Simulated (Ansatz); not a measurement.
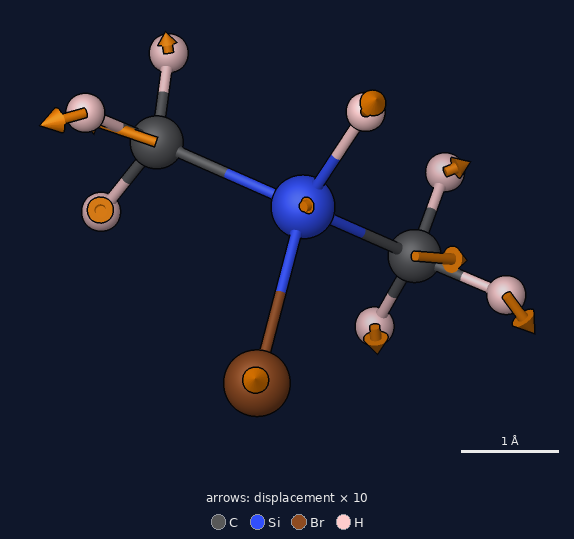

A relaxation of C$_{2}$H$_{7}$BrSi (coarse preliminary run). The starting structure is drawn; orange arrows show the displacements, 10 times their true length. The two geometries are superimposed by the best rigid fit.

Style: ball-and-stick. Shown from a free direction.

The start comes from a force field.

Method: RKS PBE-D4/def2-SVP in Ansatz.

Input
```yaml
crystal:
  periodic: [false, false, false]
  atoms:
    - {symbol: C, position_ang: [-0.863400, 1.232800, -0.129200]}
    - {symbol: Si, position_ang: [-0.445100, -0.513500, -0.133000]}
    - {symbol: C, position_ang: [1.266400, -0.769200, 0.421800]}
    - {symbol: Br, position_ang: [-0.559400, -1.288900, -2.202000]}
    - {symbol: H, position_ang: [-0.253300, 1.852300, -0.813100]}
    - {symbol: H, position_ang: [-0.842900, 1.721800, 0.862500]}
    - {symbol: H, position_ang: [-1.913100, 1.418600, -0.486000]}
    - {symbol: H, position_ang: [-1.333600, -1.252300, 0.734600]}
    - {symbol: H, position_ang: [2.014800, -0.223000, -0.162300]}
    - {symbol: H, position_ang: [1.438600, -0.404200, 1.481700]}
    - {symbol: H, position_ang: [1.556300, -1.831600, 0.445600]}
basis:
  gaussian: {orbitals: def2-SVP}
hamiltonian: {xc: pbe, dispersion: d4}
relax: {f_tol: 0.03, max_steps: 200}
```

Command:
```bash
ansatz run in.yaml --threads 4 --pin off --events-out ev --progress --plain --max-ram 10444MiB
```

Describe the change and its energy.

Answer. The atom that moves furthest after the best rigid fit is C1 (0.088 Å). Largest moves by element: C 0.088 Å, H 0.077 Å, Br 0.075 Å, Si 0.018 Å. Near-neighbour distances that change, for instance: C1–Si2 1.796 → 1.881 Å, Si2–C3 1.817 → 1.881 Å, Si2–H8 1.445 → 1.505 Å, Si2–Br4 2.212 → 2.263 Å. Among the angles between lasting bonds that change: Si2–C1–H6 115.3° → 110.1°, H5–C1–H7 103.1° → 108.3°, H9–C3–H10 103.5° → 108.4°. The energy falls by 5.65 kcal/mol in 4 accepted moves (5 points after the start). The largest force component goes from 2.2 to 0.0078 eV/Å. The line search rejected the trial step at point 3 of the run. Cost: 6.5 s on 4 threads of Intel Xeon @ 2.60GHz (shared host).
